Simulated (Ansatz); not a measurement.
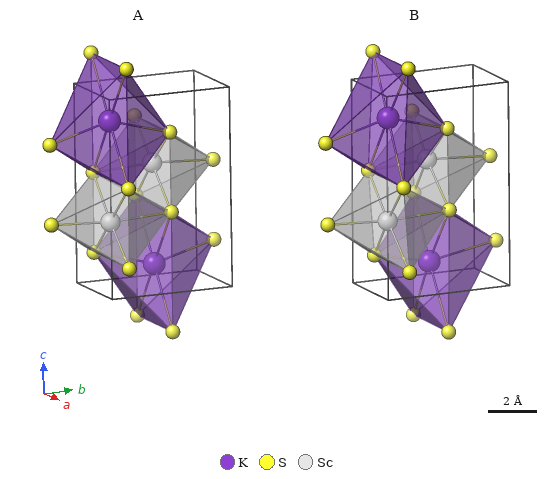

Two geometries of solid KScS₂ (a generated structure, set up in P1), drawn at one scale. One is the start of a relaxation, the other its converged end. The picture is a polyhedral view of the cell of the calculation, seen slightly off an axis.

These are results of DFT, PBEsol, plane waves, PAW (Ansatz 0.2.0), not measurements. (plane-wave cutoff 420 eV; k-point mesh 6 × 4 × 2; occupations fermi dirac; smearing width 0.05 eV; no spin polarisation; cell and atoms relaxed; force threshold 0.01 eV/Å; at most 120 steps)

> Which of the two is the end point?

Structure A is the relaxed one. Case: shaken. An S atom moves most relative to the cell: 0.22 Å along [−2 −2 1]. Largest moves by element: S 0.22 Å, Sc 0.16 Å, K 0.10 Å. The drawn cell changes as follows: a 3.716 → 3.714 Å (−0.1 %), b 5.642 → 5.565 Å (−1.4 %), c 8.819 → 8.670 Å (−1.7 %), α 88.6° → 90.0°, β 91.0° → 90.0°, γ 90.1° → 90.0°; the volume changes by −3.1 %. Some distances before and after: S–Sc 2.748 → 2.504 Å, K–S 2.659 → 2.885 Å, K–S 3.113 → 2.888 Å, K–S 3.363 → 3.202 Å. Bond angles that change, for instance: K–S–Sc 105.3° → 96.7°, S–K–S 85.6° → 77.8°, K–S–Sc 174.9° → 167.6°. Within 0.06 Å the space group is P1 at the start and Pmmn at the end; at a tighter tolerance small leftover displacements or strains of the cell lower it. Over 5 accepted moves (6 points after the start) the energy falls by 0.454 eV per cell of the calculation. The largest force component goes from 1.3 to 0.0015 eV/Å. Pressure: −1.68 GPa at the start and 0.00 GPa at the end. The SCF was repeated once at an unchanged geometry on a basis and grid sized afresh for the cell, which shifted the energy by 0.2 meV per cell of the calculation at most. The run took 33 s on 4 threads of Arm Neoverse V1, on a shared host, peak memory 0.56 GiB.
